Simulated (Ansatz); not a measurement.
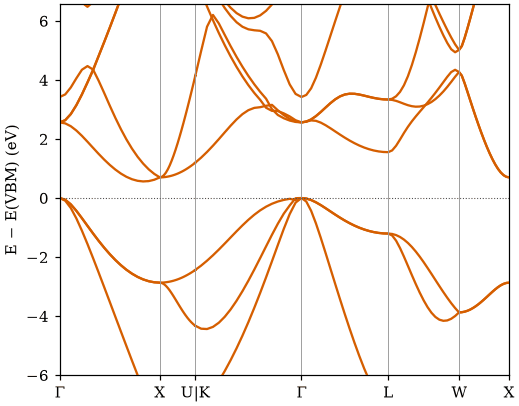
Band structure from PBE+D3(BJ) (plane waves, PAW; program Ansatz)

**Question.** Read off the gap and where the band edges lie.

**Answer.** About 0.6 eV (0.56 eV by a search for the band edges); maximum at Γ, minimum on the Γ–X line, 84 % of the way from Γ.

The material is Si (diamond, Fd-3m).

Symmetry was held in the PBE+D3(BJ) relaxation.

Potentials: the earlier of the program's two PAW sets.
